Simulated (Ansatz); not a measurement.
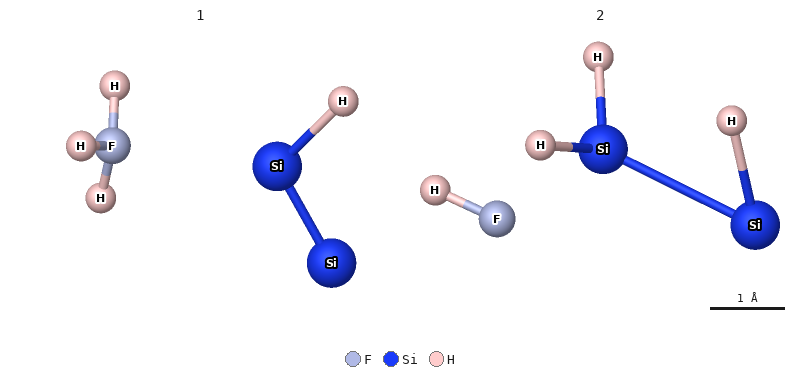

Two geometries of Si₂H₄F (charge +1), drawn at one scale. One is the start of a relaxation, the other its converged end. The picture is a ball-and-stick view, seen at a tilt.

Computed with RKS PBE-D4/def2-SVP (Ansatz). Set-up: force threshold 0.03 eV/Å; at most 250 steps.

Question: Which of the two is the end point?

Answer: Structure 2 is the relaxed one. It is one of the separated reactants of a reaction. The largest moves after the best rigid fit, 1.21 Å, are those of F and H atoms. By element the largest moves are F 1.21 Å, H 1.21 Å, Si 1.06 Å. Some distances before and after: F–H 0.910 → 2.621 Å, H–Si 2.705 → 1.503 Å, H–Si 2.482 → 1.625 Å, Si–Si 1.554 → 2.328 Å. New bonds form, among them: H–Si (2.48 → 1.62 Å), H–Si (2.69 → 1.50 Å), H–Si (2.70 → 1.50 Å). Bonds break, among them: F–H (0.91 → 2.62 Å), H–Si (1.48 → 2.01 Å). After 30 accepted moves (35 points after the start) the energy has fallen by 20.221 eV. Largest force component: 30 eV/Å at the start, 0.024 eV/Å at the end. The line search rejected the trial steps at points 18, 22, 24, 26, 34 of the run. The forces were under the threshold at step 33, but the run went on from there. The run took 34 s on 2 threads of Intel Xeon, with other jobs on the host.

Limits of the set-up: the start holds two separate molecules, 2.4 Å apart at their closest, whose relative position is a soft coordinate.
